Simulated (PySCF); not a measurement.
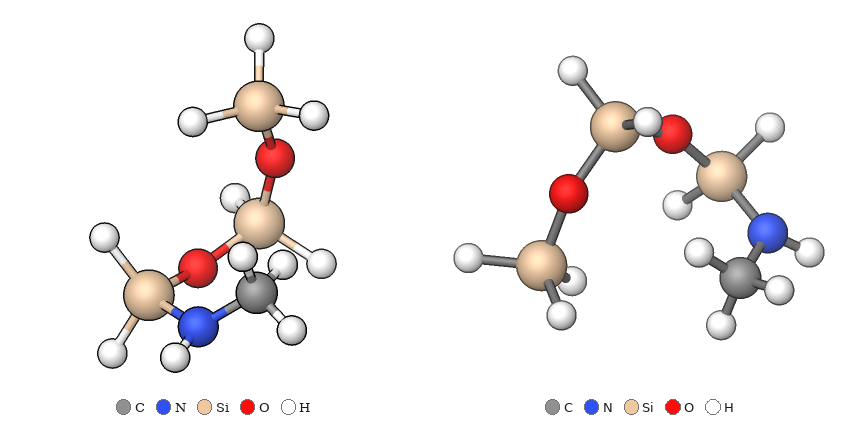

Two views of one molecule.

The geometry was computed by an optimisation with GFN2-xTB. No frequency run is at hand to confirm it as a minimum.

Describe the molecule.

It has 18 atoms: 1 carbon, 11 hydrogen, 1 nitrogen, 2 oxygen and 3 silicon (CH11NO2Si3). Its SMILES string is `CN[SiH2]O[SiH2]O[SiH3]`. It has no ring. Among its groups: Si–H bond, Si–O bond, Si–N bond. This geometry has C1 symmetry. Coordination, clear cases only: 1 C tetrahedral; 3 Si tetrahedral; 2 O bent.

The parts below concern this one geometry. Atoms keep their numbers from picture to picture.

**Dipole moment**

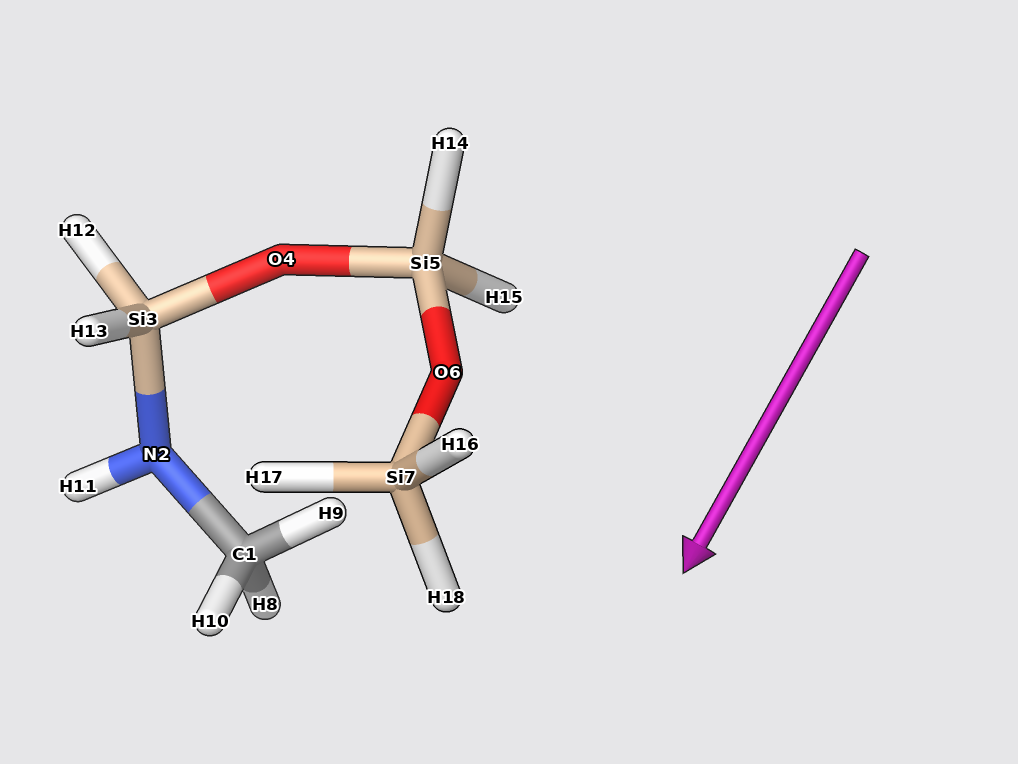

The arrow beside the molecule shows the direction of the dipole moment, from the negative to the positive end (its length means nothing). No frequency run is at hand to confirm it as a minimum. Level of theory: CAM-B3LYP/def2-SVPD, gas phase (PySCF 2.14.0).

Estimate the dipole moment.

Answer. 1.63 D; it points from the side of H14 to the side of H10 (the outermost atoms at the two ends).

**Excitation**

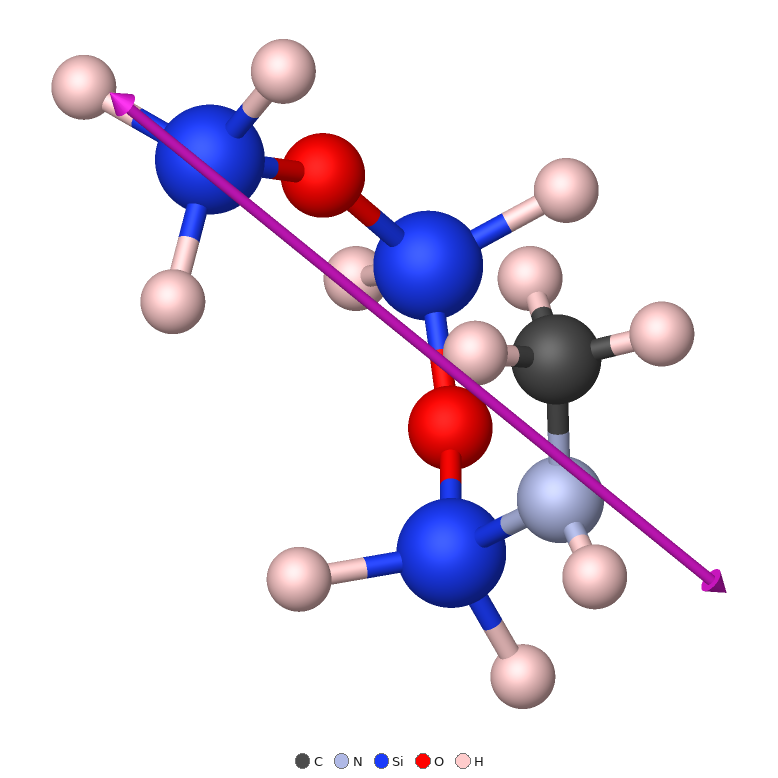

The double arrow shows the direction of the transition dipole to excited singlet state 7 (its length means nothing). No frequency run is at hand to confirm it as a minimum. Method: TDDFT CAM-B3LYP/def2-SVPD, vertical, gas phase, core orbitals frozen in the response (PySCF 2.14.0).

Where does the transition lie, and how strong is it?

Answer. 7.62 eV (163 nm), oscillator strength 0.021, of mixed character, with the largest part HOMO → LUMO+1 (weight 0.22); transition dipole 0.85 D.

**Polarisability**

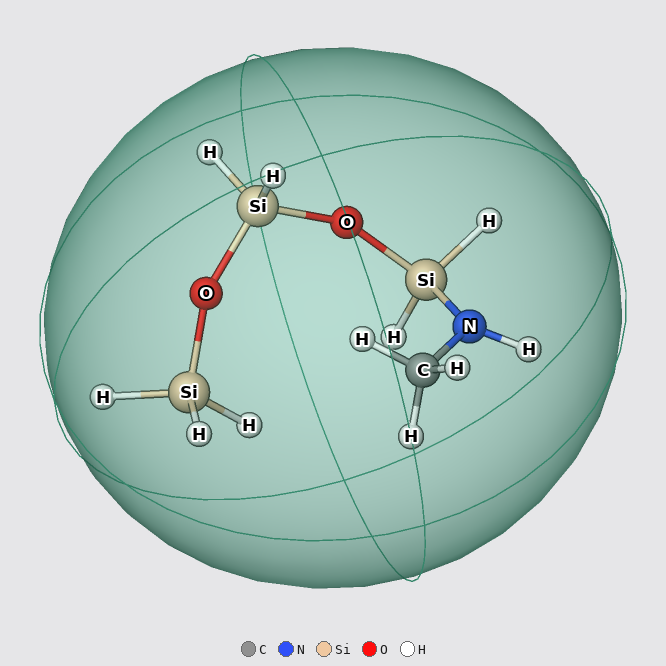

The ellipsoid shows the static dipole polarisability: its half-axes are proportional to the principal values. No frequency run is at hand to confirm it as a minimum. Level of theory: CAM-B3LYP/def2-SVPD (PySCF 2.14.0).

Give the principal values, the mean and the anisotropy.

Answer. Principal values 91.4, 99.6, 103.5 bohr³; mean 98.2 bohr³ (14.55 Å³); anisotropy 10.7 bohr³, so the longest axis is 1.13 times the shortest.

The geometry is semi-empirical. Around Si such bond lengths and angles can be off by a tenth of an ångström or more and by several degrees, and values that hang on the shape move with them.
